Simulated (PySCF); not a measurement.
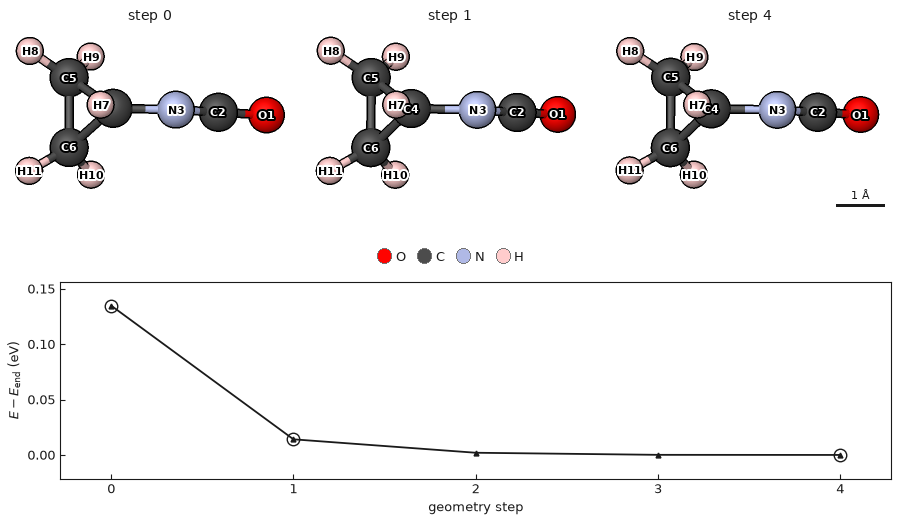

Frames of a relaxation of C4H5NO, marked on the history of the run. A ball-and-stick model, seen at a tilt.

The start comes from GFN2-xTB. Its atoms were then displaced at random by about 0.01 Å.

The calculation used PySCF 2.14.0, density-fitted response routines, PBE0-D3(BJ)/def2-TZVP geometry optimisation, gas phase. 

Q: Describe the path.

A: The largest move after the best rigid fit is that of O1, 0.17 Å. By element the largest moves are O 0.17 Å, H 0.08 Å, N 0.07 Å, C 0.05 Å. Near-neighbour distances that change, for instance: N3–C4 1.345 → 1.408 Å, C4–C6 1.526 → 1.497 Å, C5–H9 1.059 → 1.083 Å, C4–C5 1.520 → 1.497 Å. Bond angles that change, for instance: C2–N3–C4 146.8° → 141.7°, O1–C2–N3 169.4° → 174.2°. After 4 geometry steps the energy has fallen by 0.135 eV. From step 0 to 1: O1 moves most (0.25 Å), energy −0.121 eV. From step 1 to 4: O1 moves most (0.08 Å), energy −0.014 eV.

| step | E − E(0), eV |
| --- | --- |
| 0 | 0.0000 |
| 1 | -0.1207 |
| 2 | -0.1328 |
| 3 | -0.1347 |
| 4 | -0.1348 |
